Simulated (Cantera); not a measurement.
Feed: 1 mol HBr, 0.43 mol O₂, 1.1 mol H₂, equilibrated at 15.0 mbar.

Equilibrium computed with Cantera from the NASA thermochemical tables; the gas is ideal and each condensed phase is pure. Candidate condensed phases: Br₂, H₂O; 12 gas species. Rates play no part.

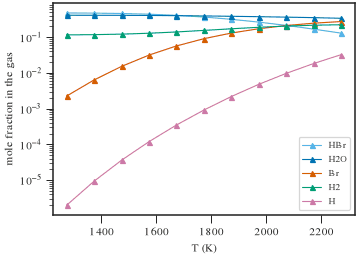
Figure: Equilibrium gas composition (values under 1e-9 drawn at 1e-9)

From 1273 K to 2273 K nothing is condensed.
